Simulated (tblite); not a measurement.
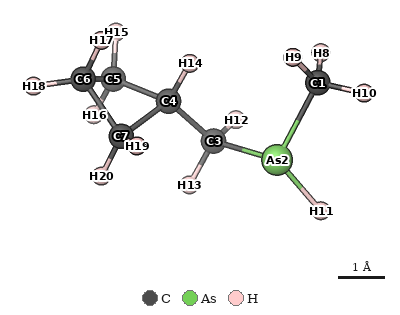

C$_{6}$H$_{13}$As, before the relaxation. Style: ball-and-stick. Shown at a tilt.

The calculation used tblite 0.8.0, GFN2-xTB geometry optimisation, gas phase.

```xyz
20

C     2.9215    0.2008    0.4032
As    1.7360   -1.3610    0.3904
C     0.3200   -0.9811   -0.9247
C    -0.4493    0.1770   -0.3466
C    -1.6261    0.7108   -1.1152
C    -2.1608    1.0930    0.2662
C    -1.5203   -0.2236    0.6817
H     3.0139    0.6458   -0.6273
H     2.5377    0.9901    1.0967
H     3.9131   -0.1272    0.7453
H     2.4626   -2.6967    0.1129
H     0.8059   -0.7824   -1.8851
H    -0.3745   -1.8674   -0.9481
H     0.1881    1.0053   -0.0040
H    -1.4390    1.6124   -1.7348
H    -2.2265   -0.0993   -1.5680
H    -1.5818    1.9602    0.6420
H    -3.2557    1.1339    0.3453
H    -1.1323   -0.2833    1.7115
H    -2.1377   -1.0965    0.3458
```

Question: Predict the outcome.

Answer: The energy falls by 36.9 kcal/mol in 106 geometry steps. The largest move after the best rigid fit is that of H17, 1.09 Å. Largest moves by element: H 1.09 Å, C 0.45 Å, As 0.29 Å. Near-neighbour distances that change, for instance: C4–C5 1.504 → 1.542 Å, C1–H8 1.126 → 1.089 Å, As2–H11 1.546 → 1.510 Å, C1–H9 1.119 → 1.090 Å. Bond angles that change, for instance: C1–As2–H11 113.9° → 94.2°, C3–As2–H11 112.6° → 93.3°, C1–As2–C3 106.6° → 97.3°. Groups turn about C4–C7 by about 30°, C5–C6 by about 25°, C6–C7 by about 25°.

Step by step:

```json
{"step": "0", "E − E(0), kcal/mol": "0.00"}
{"step": "1", "E − E(0), kcal/mol": "-9.60"}
{"step": "2", "E − E(0), kcal/mol": "-18.68"}
{"step": "3", "E − E(0), kcal/mol": "-22.08"}
{"step": "4", "E − E(0), kcal/mol": "-23.95"}
{"step": "5", "E − E(0), kcal/mol": "-25.45"}
{"step": "6", "E − E(0), kcal/mol": "-27.06"}
{"step": "7", "E − E(0), kcal/mol": "-28.29"}
{"step": "8", "E − E(0), kcal/mol": "-29.24"}
{"step": "9", "E − E(0), kcal/mol": "-29.97"}
{"step": "10", "E − E(0), kcal/mol": "-30.63"}
{"step": "15", "E − E(0), kcal/mol": "-32.72"}
{"step": "20", "E − E(0), kcal/mol": "-33.64"}
{"step": "25", "E − E(0), kcal/mol": "-34.94"}
{"step": "30", "E − E(0), kcal/mol": "-35.66"}
{"step": "35", "E − E(0), kcal/mol": "-35.96"}
{"step": "40", "E − E(0), kcal/mol": "-36.13"}
{"step": "45", "E − E(0), kcal/mol": "-36.33"}
{"step": "50", "E − E(0), kcal/mol": "-36.47"}
{"step": "55", "E − E(0), kcal/mol": "-36.56"}
{"step": "61", "E − E(0), kcal/mol": "-36.66"}
{"step": "66", "E − E(0), kcal/mol": "-36.74"}
{"step": "71", "E − E(0), kcal/mol": "-36.81"}
{"step": "76", "E − E(0), kcal/mol": "-36.87"}
{"step": "81", "E − E(0), kcal/mol": "-36.89"}
{"step": "86", "E − E(0), kcal/mol": "-36.89"}
{"step": "91", "E − E(0), kcal/mol": "-36.90"}
{"step": "96", "E − E(0), kcal/mol": "-36.91"}
{"step": "101", "E − E(0), kcal/mol": "-36.92"}
{"step": "106", "E − E(0), kcal/mol": "-36.93"}
```

Final geometry:

```xyz
20

C     2.9698   -0.1305    0.4234
As    1.5951   -1.5378    0.5710
C     0.3709   -0.8433   -0.8342
C    -0.3980    0.3616   -0.3329
C    -1.6359    0.8020   -1.1400
C    -2.4617    0.8106    0.1550
C    -1.3029    0.1175    0.8874
H     3.1424    0.1498   -0.6145
H     2.6497    0.7528    0.9766
H     3.9084   -0.4734    0.8573
H     2.2965   -2.4767   -0.3819
H     0.9398   -0.5847   -1.7323
H    -0.3315   -1.6389   -1.0996
H     0.2877    1.1973   -0.1687
H    -1.5541    1.7549   -1.6600
H    -1.9639    0.0427   -1.8484
H    -2.6572    1.8151    0.5256
H    -3.3997    0.2597    0.1235
H    -0.9802    0.5775    1.8209
H    -1.4804   -0.9454    1.0589
```

The end point in the same view:

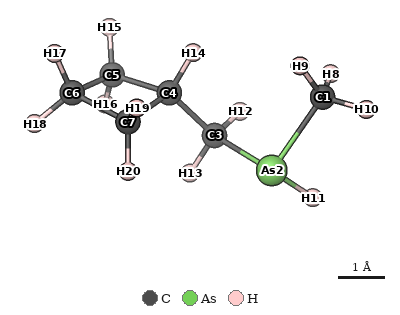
